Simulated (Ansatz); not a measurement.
Consider Li···Li···Li (charge −1).

Input

```
crystal:
  periodic: [false, false, false]
  atoms:
    - {symbol: Li, position_ang: [-1.443735, -2.119613, -1.721020]}
    - {symbol: Li, position_ang: [-0.000355, 0.000278, -0.000048]}
    - {symbol: Li, position_ang: [1.444090, 2.119325, 1.721067]}
basis:
  gaussian: {orbitals: def2-TZVPD, initial_orbitals: start.molden}
total_charge: -1
hamiltonian: {xc: pbe0}
output: {orbitals: {seedname: orbitals}}
```

Run with:

```sh
ansatz run in.yaml --threads 4 --pin off --events-out ev --progress --plain --max-ram 3916MiB
```

Geometry: r2SCAN/def2-TZVPD.

Level of theory: RKS PBE0/def2-TZVPD (Ansatz).

**Predict the electron density and electron localisation function between the atoms.**

Li2···Li3 (3.09 Å): the density falls to about 0.05 e/Å³ on the way; the ELF peaks at about 1 between the atoms.
Li–Li (3.09 Å): the density is about 0.05 e/Å³ at the midpoint; the ELF peaks at about 1 between the atoms.

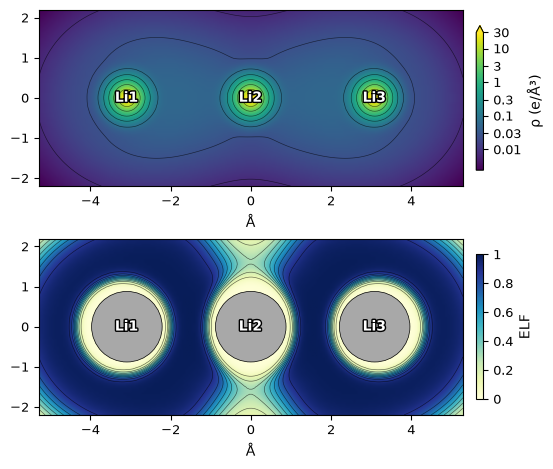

Computed electron density and electron localisation function on a plane that holds the molecular axis, in this order. Grey discs cover the atomic cores in the ELF map. 
